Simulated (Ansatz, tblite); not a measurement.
# The cluster Ge19PH36: charged states by level of theory

Aim: the energy of removing and adding an electron for the cluster Ge19PH36, by energy differences, and how well orbital energies stand in for it.

The runs use Ansatz 0.2.0, Gaussian basis; as each input shows.

Levels to be run: charge +1 singlet, at the geometry of the doublet (PBE0-D4/def2-TZVP, PBE-D4/def2-TZVP, r2SCAN0-D4/def2-TZVP); charge -1 singlet, at the geometry of the doublet (PBE0-D4/def2-TZVP, PBE-D4/def2-TZVP, r2SCAN0-D4/def2-TZVP); the starting doublet's energies come from earlier runs.

1 further run of the same task is left out (set aside as unsound or not needed). Runs told in other sessions of the task aren't counted.

## Step 1: The geometry

The doublet was relaxed beforehand with PBE-D4/def2-SVP.

56 atoms, charge 0, spin multiplicity 2.

Atoms are counted from 1 here; the program's logs count them from 0.

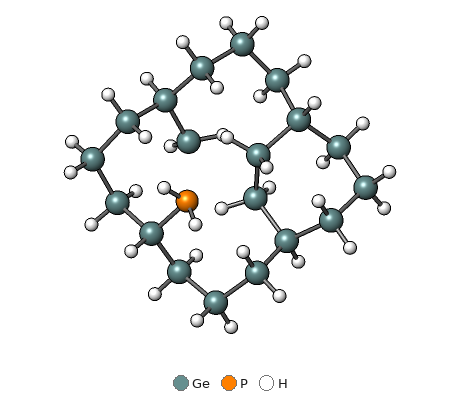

The geometry (germanium teal, phosphorus orange, hydrogen white).

## Step 2: Charge +1 singlet at the fixed geometry, PBE0-D4/def2-TZVP

in.yaml

```yaml
crystal:
  periodic: [false, false, false]
  atoms:
    - {symbol: Ge, position_ang: [-2.951713, -2.945098, 0.234821]}
    - {symbol: Ge, position_ang: [-5.815587, 0.001149, 0.102820]}
    - {symbol: Ge, position_ang: [-2.945767, 2.895873, -0.205951]}
    - {symbol: Ge, position_ang: [0.123093, -5.616738, 0.069241]}
    - {symbol: Ge, position_ang: [2.898071, -2.620247, -0.154495]}
    - {symbol: Ge, position_ang: [2.876864, 2.635564, 0.123485]}
    - {symbol: Ge, position_ang: [0.112873, 5.644581, -0.077187]}
    - {symbol: Ge, position_ang: [6.053259, 0.023722, -0.014079]}
    - {symbol: Ge, position_ang: [-4.530562, -1.675034, -1.132727]}
    - {symbol: Ge, position_ang: [-1.562174, -4.369231, -1.188778]}
    - {symbol: P, position_ang: [-1.585278, -1.475450, 1.473286]}
    - {symbol: Ge, position_ang: [-1.736124, 1.317595, -1.638867]}
    - {symbol: Ge, position_ang: [-4.490487, 1.696471, 1.264950]}
    - {symbol: Ge, position_ang: [-1.532223, 4.342031, 1.175996]}
    - {symbol: Ge, position_ang: [1.379133, -0.865750, -0.940898]}
    - {symbol: Ge, position_ang: [1.744062, -4.235823, 1.272320]}
    - {symbol: Ge, position_ang: [4.698613, -1.627972, 1.175203]}
    - {symbol: Ge, position_ang: [1.799981, 4.336287, -1.269096]}
    - {symbol: Ge, position_ang: [4.734020, 1.718776, -1.182812]}
    - {symbol: Ge, position_ang: [1.283584, 0.880786, 0.764941]}
    - {symbol: H, position_ang: [-3.763594, -3.868966, 1.195844]}
    - {symbol: H, position_ang: [-6.716316, -0.740245, 1.134753]}
    - {symbol: H, position_ang: [-6.759735, 0.730419, -0.898416]}
    - {symbol: H, position_ang: [-3.820594, 3.802681, -1.132054]}
    - {symbol: H, position_ang: [-0.614681, -6.546222, 1.078124]}
    - {symbol: H, position_ang: [0.909521, -6.531553, -0.915558]}
    - {symbol: H, position_ang: [3.514759, -3.381194, -1.367894]}
    - {symbol: H, position_ang: [3.454908, 3.334199, 1.392709]}
    - {symbol: H, position_ang: [-0.653099, 6.551867, -1.085003]}
    - {symbol: H, position_ang: [0.847312, 6.583199, 0.926005]}
    - {symbol: H, position_ang: [6.961713, -0.716587, -1.039111]}
    - {symbol: H, position_ang: [6.984443, 0.735193, 1.011180]}
    - {symbol: H, position_ang: [-5.540087, -2.692315, -1.746325]}
    - {symbol: H, position_ang: [-3.770841, -1.007111, -2.311661]}
    - {symbol: H, position_ang: [-2.501695, -5.388709, -1.899824]}
    - {symbol: H, position_ang: [-0.886044, -3.511757, -2.293257]}
    - {symbol: H, position_ang: [-2.652056, -1.067487, 2.351864]}
    - {symbol: H, position_ang: [-1.141668, -2.509273, 2.375790]}
    - {symbol: H, position_ang: [-2.460739, 1.133807, -3.015032]}
    - {symbol: H, position_ang: [-0.274137, 1.779044, -1.949325]}
    - {symbol: H, position_ang: [-5.463540, 2.727695, 1.910848]}
    - {symbol: H, position_ang: [-3.687836, 1.034744, 2.420165]}
    - {symbol: H, position_ang: [-2.490387, 5.328099, 1.913310]}
    - {symbol: H, position_ang: [-0.824092, 3.491256, 2.266456]}
    - {symbol: H, position_ang: [-0.024490, -1.444759, -1.268779]}
    - {symbol: H, position_ang: [1.951360, -0.256699, -2.253821]}
    - {symbol: H, position_ang: [1.036781, -3.476240, 2.430354]}
    - {symbol: H, position_ang: [2.801207, -5.177282, 1.923455]}
    - {symbol: H, position_ang: [4.049790, -0.944018, 2.412885]}
    - {symbol: H, position_ang: [5.622520, -2.763434, 1.707479]}
    - {symbol: H, position_ang: [1.155569, 3.653381, -2.507564]}
    - {symbol: H, position_ang: [2.889824, 5.319740, -1.793342]}
    - {symbol: H, position_ang: [4.152199, 1.093188, -2.482060]}
    - {symbol: H, position_ang: [5.675593, 2.882722, -1.613012]}
    - {symbol: H, position_ang: [-0.138131, 1.490524, 0.892679]}
    - {symbol: H, position_ang: [1.669826, 0.288904, 2.150062]}
basis:
  gaussian: {orbitals: def2-TZVP, fitting: {mean_field: def2-universal-jkfit}}
total_charge: 1
hamiltonian: {xc: pbe0, dispersion: d4}
scf: {omitted_lower_state_checks: [starts]}
output: {orbitals: {seedname: orbitals}}
```

On the command line:

```bash
$ ansatz run in.yaml --threads 11 --pin off --events-out ev --progress --plain --max-ram 110592MiB --backend cuda --devices 0, --max-vram 75GiB
```

The log of the run:

```text
Functional definition: PBE0
  name "PBE0"
  cite "Adamo & Barone, J. Chem. Phys. 110, 6158 (1999) doi:10.1063/1.478522"
  cite "Perdew, Burke & Ernzerhof, Phys. Rev. Lett. 77, 3865 (1996) doi:10.1103/PhysRevLett.77.3865"
  parent pbe
  parameter a = 0.25
  parameter kappa = 0.804
  parameter beta = 0.06672455060314922
  exchange = (1 - a)*pbe_x(kappa = kappa, mu = beta*pi^2/3) + a*exact_x
  correlation = pbe_c(beta = beta)
these checks for a lower state are left out or cut short: starts
5830 factors; integrals over basis functions are off by at most 6.3e-1 eV
mean field evaluation 1: about -1083578.5138 eV, gradient 6.3e1 eV
mean field evaluation 2: about -1083557.3256 eV, gradient 8.8e1 eV
mean field evaluation 4: about -1083582.1427 eV, gradient 1.2e1 eV
mean field evaluation 8: about -1083582.9116 eV, gradient 5.2e-1 eV
mean field evaluation 16: about -1083582.8696 eV, gradient 2.0e-3 eV
mean field -1083582.86963349 eV, -39820.9359801818 hartree, gradient 5.7e-5 eV, S^2 0.000000; 0 other end points of the search recorded, 0 dependent functions left out
reference -1083582.86972849 eV, -39820.9359836732 hartree; 329, 329 occupied and 836, 836 virtual orbitals, 5830 factors
Total energy: -1083585.57535013 eV, -39821.0354134343 hartree
Checks for a lower state left out: starts
```

Wall time 11 s (1 × H100 with 11 threads of AMD EPYC 7R13, shared host); peak host memory 1.5 GiB.

From the report: HOMO -9.46 eV, LUMO -8.28 eV.

## Step 3: Charge +1 singlet at the fixed geometry, PBE-D4/def2-TZVP

start.molden holds the orbitals of an earlier run on this state, given as this run's starting guess.

in.yaml: that of step 2 with these lines changed.

```diff
@@ -60,5 +60,5 @@
 basis:
-  gaussian: {orbitals: def2-TZVP, fitting: {mean_field: def2-universal-jkfit}}
+  gaussian: {orbitals: def2-TZVP, fitting: {mean_field: def2-universal-jkfit}, initial_orbitals: start.molden}
 total_charge: 1
-hamiltonian: {xc: pbe0, dispersion: d4}
+hamiltonian: {xc: pbe, dispersion: d4}
 scf: {omitted_lower_state_checks: [starts]}
```

Launched as before.

The log of the run:

```text
Functional definition: PBE
  name "PBE"
  cite "Perdew, Burke & Ernzerhof, Phys. Rev. Lett. 77, 3865 (1996) doi:10.1103/PhysRevLett.77.3865"
  parent pbe
  parameter kappa = 0.804
  parameter beta = 0.06672455060314922
  exchange = pbe_x(kappa = kappa, mu = beta*pi^2/3)
  correlation = pbe_c(beta = beta)
these checks for a lower state are left out or cut short: starts
5830 factors; integrals over basis functions are off by at most 6.3e-1 eV
mean field evaluation 1: about -1083552.0370 eV, gradient 3.6e1 eV
mean field evaluation 2: about -1083553.1310 eV, gradient 1.3e0 eV
mean field evaluation 4: about -1083553.1531 eV, gradient 1.5e0 eV
mean field evaluation 8: about -1083553.1107 eV, gradient 5.4e-4 eV
mean field -1083553.11069185 eV, -39819.8423592478 hartree, gradient 1.6e-5 eV, S^2 0.000000; 0 other end points of the search recorded, 0 dependent functions left out
reference -1083553.11082027 eV, -39819.8423639674 hartree; 329, 329 occupied and 836, 836 virtual orbitals, 5830 factors
Total energy: -1083556.07337793 eV, -39819.9512359532 hartree
Checks for a lower state left out: starts
```

Wall time 7 s (1 × H100 with 11 threads of AMD EPYC 7R13, shared host); peak host memory 1.6 GiB.

Report: HOMO -8.68 eV, LUMO -8.49 eV.

## Step 4: Charge +1 singlet at the fixed geometry, r2SCAN0-D4/def2-TZVP

in.yaml: that of step 3 with these lines changed.

```diff
@@ -62,3 +62,3 @@
 total_charge: 1
-hamiltonian: {xc: pbe, dispersion: d4}
+hamiltonian: {xc: {name: r2SCAN0}, dispersion: d4}
 scf: {omitted_lower_state_checks: [starts]}
```

The command is unchanged.

The log of the run (excerpt; [...] marks lines left out):

```text
Functional definition: r2SCAN0
  name "r2SCAN0"
  cite "Bursch, Neugebauer, Ehlert & Grimme, J. Chem. Phys. 156, 134105 (2022) doi:10.1063/5.0086040"
  cite "Furness, Kaplan, Ning, Perdew & Sun, J. Phys. Chem. Lett. 11, 8208 (2020) doi:10.1021/acs.jpclett.0c02405"
  cite "Furness, Kaplan, Ning, Perdew & Sun, J. Phys. Chem. Lett. 11, 9248 (2020) doi:10.1021/acs.jpclett.0c03077"
  parent r2scan
[...]
5830 factors; integrals over basis functions are off by at most 6.3e-1 eV
[...]
mean field -1083707.20033852 eV, -39825.5050493175 hartree, gradient 1.2e-5 eV, S^2 0.000000; 0 other end points of the search recorded, 0 dependent functions left out
reference -1083707.20036665 eV, -39825.5050503510 hartree; 329, 329 occupied and 836, 836 virtual orbitals, 5830 factors
Total energy: -1083708.27482837 eV, -39825.5445360910 hartree
Checks for a lower state left out: starts
```

Run time: 13 s. Hardware: 1 × H100 with 11 threads of AMD EPYC 7R13, shared host; peak host memory 1.6 GiB.

Report: HOMO -9.60 eV, LUMO -8.35 eV.

## Step 5: Vertical ionisation energy

Charged state less starting state, doublet to singlet; the starting state's energies are those of its earlier runs.

```
               level  vertical ionisation energy (eV)  time
    PBE-D4/def2-TZVP                            +7.02  16 s
   PBE0-D4/def2-TZVP                            +7.35  38 s
r2SCAN0-D4/def2-TZVP                            +7.53  35 s
```

Times add the two runs; a level without a time comes out of a correlated run.

Beside −ε(HOMO) of the starting state (over both spins):

```
               level  −ε(HOMO) (eV)  by difference (eV)  mismatch (eV)
    PBE-D4/def2-TZVP           5.11                7.02          -1.92
   PBE0-D4/def2-TZVP           6.11                7.35          -1.24
r2SCAN0-D4/def2-TZVP           6.38                7.53          -1.15
```

## Step 6: Charge -1 singlet at the fixed geometry, PBE0-D4/def2-TZVP

in.yaml: that of step 4 with these lines changed.

```diff
@@ -60,5 +60,5 @@
 basis:
-  gaussian: {orbitals: def2-TZVP, fitting: {mean_field: def2-universal-jkfit}, initial_orbitals: start.molden}
-total_charge: 1
-hamiltonian: {xc: {name: r2SCAN0}, dispersion: d4}
+  gaussian: {orbitals: def2-TZVP, fitting: {mean_field: def2-universal-jkfit}}
+total_charge: -1
+hamiltonian: {xc: pbe0, dispersion: d4}
 scf: {omitted_lower_state_checks: [starts]}
```

Same command.

The log of the run (excerpt; [...] marks lines left out):

```text
Functional definition: PBE0
  name "PBE0"
  cite "Adamo & Barone, J. Chem. Phys. 110, 6158 (1999) doi:10.1063/1.478522"
  cite "Perdew, Burke & Ernzerhof, Phys. Rev. Lett. 77, 3865 (1996) doi:10.1103/PhysRevLett.77.3865"
  parent pbe
[...]
5830 factors; integrals over basis functions are off by at most 6.3e-1 eV
[...]
mean field -1083592.24380692 eV, -39821.2804747015 hartree, gradient 4.6e-5 eV, S^2 0.000000; 0 other end points of the search recorded, 0 dependent functions left out
reference -1083592.24390013 eV, -39821.2804781267 hartree; 330, 330 occupied and 835, 835 virtual orbitals, 5830 factors
Total energy: -1083595.06273381 eV, -39821.3840683538 hartree
Checks for a lower state left out: starts
```

Run time: 9.5 s. Hardware: 1 × H100 with 11 threads of AMD EPYC 7R13, shared host; peak host memory 1.6 GiB.

Report: HOMO -1.05 eV, LUMO 1.15 eV.

## Step 7: Charge -1 singlet at the fixed geometry, PBE-D4/def2-TZVP

in.yaml: that of step 6 with these lines changed.

```diff
@@ -60,5 +60,5 @@
 basis:
-  gaussian: {orbitals: def2-TZVP, fitting: {mean_field: def2-universal-jkfit}}
+  gaussian: {orbitals: def2-TZVP, fitting: {mean_field: def2-universal-jkfit}, initial_orbitals: start.molden}
 total_charge: -1
-hamiltonian: {xc: pbe0, dispersion: d4}
+hamiltonian: {xc: pbe, dispersion: d4}
 scf: {omitted_lower_state_checks: [starts]}
```

Same command.

The log of the run:

```text
Functional definition: PBE
  name "PBE"
  cite "Perdew, Burke & Ernzerhof, Phys. Rev. Lett. 77, 3865 (1996) doi:10.1103/PhysRevLett.77.3865"
  parent pbe
  parameter kappa = 0.804
  parameter beta = 0.06672455060314922
  exchange = pbe_x(kappa = kappa, mu = beta*pi^2/3)
  correlation = pbe_c(beta = beta)
these checks for a lower state are left out or cut short: starts
5830 factors; integrals over basis functions are off by at most 6.3e-1 eV
mean field evaluation 1: about -1083561.2410 eV, gradient 3.6e1 eV
mean field evaluation 2: about -1083562.3028 eV, gradient 1.2e0 eV
mean field evaluation 4: about -1083562.2581 eV, gradient 1.3e-1 eV
mean field evaluation 8: about -1083562.2582 eV, gradient 1.3e-5 eV
mean field -1083562.25821027 eV, -39820.1785243494 hartree, gradient 1.3e-5 eV, S^2 0.000000; 0 other end points of the search recorded, 0 dependent functions left out
reference -1083562.25833036 eV, -39820.1785287627 hartree; 330, 330 occupied and 835, 835 virtual orbitals, 5830 factors
Total energy: -1083565.34656269 eV, -39820.2920192076 hartree
Checks for a lower state left out: starts
```

Run time: 5.5 s. Hardware: 1 × H100 with 11 threads of AMD EPYC 7R13, shared host; peak host memory 1.6 GiB.

HOMO -0.44 eV, LUMO 0.43 eV.

## Step 8: Charge -1 singlet at the fixed geometry, r2SCAN0-D4/def2-TZVP

in.yaml: that of step 7 with these lines changed.

```diff
@@ -62,3 +62,3 @@
 total_charge: -1
-hamiltonian: {xc: pbe, dispersion: d4}
+hamiltonian: {xc: {name: r2SCAN0}, dispersion: d4}
 scf: {omitted_lower_state_checks: [starts]}
```

Same command.

The log of the run (excerpt; [...] marks lines left out):

```text
Functional definition: r2SCAN0
  name "r2SCAN0"
  cite "Bursch, Neugebauer, Ehlert & Grimme, J. Chem. Phys. 156, 134105 (2022) doi:10.1063/5.0086040"
  cite "Furness, Kaplan, Ning, Perdew & Sun, J. Phys. Chem. Lett. 11, 8208 (2020) doi:10.1021/acs.jpclett.0c02405"
  cite "Furness, Kaplan, Ning, Perdew & Sun, J. Phys. Chem. Lett. 11, 9248 (2020) doi:10.1021/acs.jpclett.0c03077"
  parent r2scan
[...]
5830 factors; integrals over basis functions are off by at most 6.3e-1 eV
[...]
mean field -1083716.74765297 eV, -39825.8559066520 hartree, gradient 8.2e-6 eV, S^2 0.000000; 0 other end points of the search recorded, 0 dependent functions left out
reference -1083716.74768091 eV, -39825.8559076789 hartree; 330, 330 occupied and 835, 835 virtual orbitals, 5830 factors
Total energy: -1083717.87197127 eV, -39825.8972245876 hartree
Checks for a lower state left out: starts
```

Run time: 12 s. Hardware: 1 × H100 with 11 threads of AMD EPYC 7R13, shared host; peak host memory 1.6 GiB.

From the report: HOMO -1.12 eV, LUMO 1.22 eV.

## Step 9: Vertical electron affinity

Starting state less charged state (positive: the electron is bound), doublet to singlet; the starting state's energies are those of its earlier runs.

```
               level  vertical electron affinity (eV)  time
    PBE-D4/def2-TZVP                            +2.25  15 s
   PBE0-D4/def2-TZVP                            +2.14  37 s
r2SCAN0-D4/def2-TZVP                            +2.07  34 s
```

Times add the two runs; a level without a time comes out of a correlated run.

Beside −ε(LUMO) of the starting state (over both spins):

```
               level  −ε(LUMO) (eV)  by difference (eV)  mismatch (eV)
    PBE-D4/def2-TZVP           3.96                2.25          +1.71
   PBE0-D4/def2-TZVP           3.11                2.14          +0.97
r2SCAN0-D4/def2-TZVP           2.93                2.07          +0.86
```

## Step 10: Outcome

```
                                            quantity                                  value
vertical ionisation energy, functionals in def2-TZVP  7.02 (PBE-D4) to 7.53 eV (r2SCAN0-D4)
vertical electron affinity, functionals in def2-TZVP  2.07 (r2SCAN0-D4) to 2.25 eV (PBE-D4)
```

What this shows: The vertical ionisation energy spans 7.02 to 7.53 eV over the functionals. −ε(HOMO) misses the level's own difference by -1.15 eV at best (r2SCAN0-D4) and -1.92 eV at worst (PBE-D4). The vertical electron affinity spans 2.07 to 2.25 eV over the functionals. −ε(LUMO) misses the level's own difference by +0.86 eV at best (r2SCAN0-D4) and +1.71 eV at worst (PBE-D4). The charged states' spins were chosen beforehand and needn't be their lowest.
